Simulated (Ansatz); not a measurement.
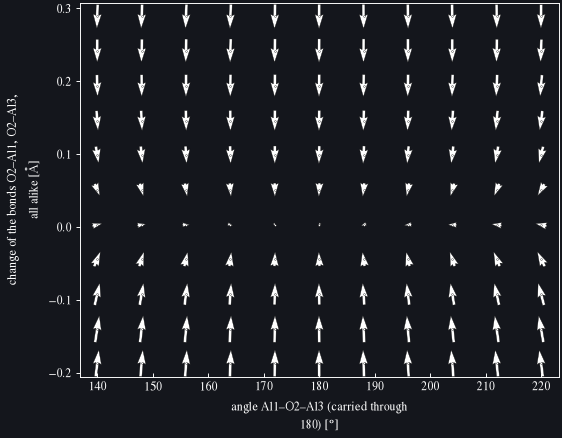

Al₂H₄OS, SMILES [AlH2][O][AlH][SH]. First axis: angle Al1–O2–Al3 (carried through 180). Second axis: change of the bonds O2–Al1, O2–Al3, all alike. Nothing is relaxed (all other coordinates rigid). Grid: 11 × 11 points. Points are written as (first, second). These are results of RKS r2SCAN-D4/def2-SVP in Ansatz 0.2.0, not measurements.

The picture shows dots at the grid points, arrows along the force (downhill), their lengths compressed.

> The arrows alone are given. Where is the energy lowest?

The arrows converge at about (175°, 0.000 Å) (read from the interpolated surface).

The energy map of the same scan:

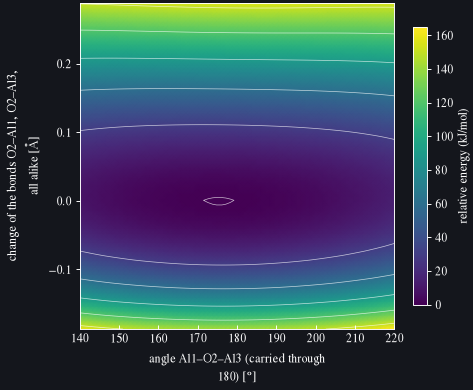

Energies are in kJ/mol, from the lowest grid point; between grid points the surface is interpolated.
